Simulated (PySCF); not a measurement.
```xyz
12

B     0.3683    1.1633    0.0169
C    -1.0316    0.4701   -0.1567
C    -0.7020   -1.0185    0.0588
O     0.6540   -1.2165   -0.2853
C     1.3936   -0.0316    0.0232
H     0.6136    2.2960    0.1169
H    -1.3818    0.6277   -1.1814
H    -1.8370    0.8013    0.4967
H    -0.8578   -1.2805    1.1180
H    -1.2943   -1.6968   -0.5586
H     1.8585   -0.1426    1.0185
H     2.2176    0.0275   -0.6929
```

Geometry: GFN2-xTB.

All numbers below come from PySCF, B3LYP/def2-SVPD, SCF density, gas phase.

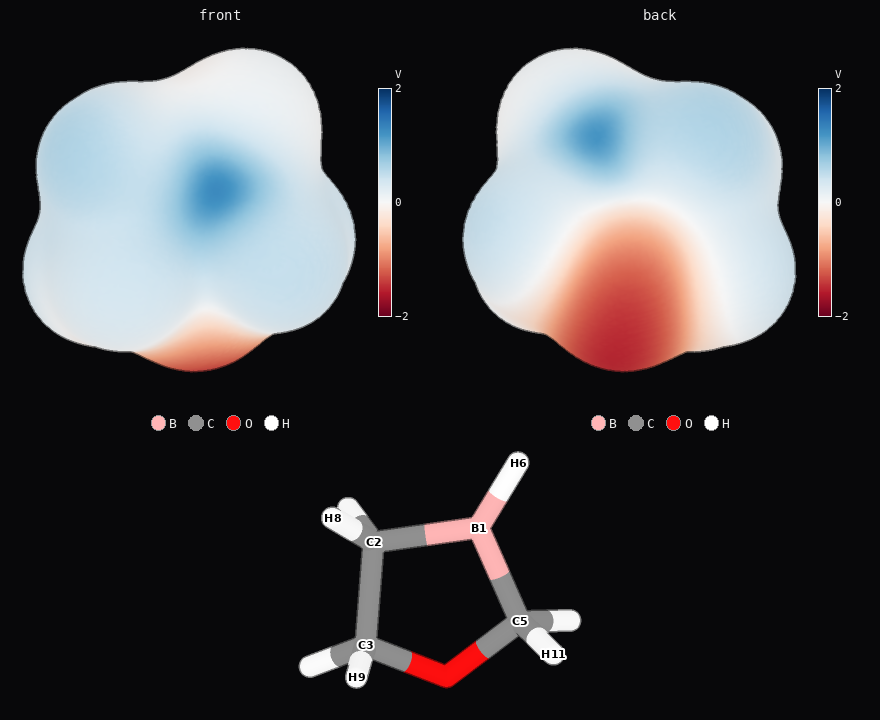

C₃H₇BO. The molecular electrostatic potential painted on the density surface at 0.001 e/bohr³, seen from the front and from behind; the colour scale runs from red (negative) to blue (positive). The bare structure is drawn below in the same view.

### Where is the surface potential most negative and most positive?

The most negative region (about −1.5 V) lies over O4, the most positive (about +1.2 V) over B1. O4 is the likeliest acceptor of a hydrogen bond.
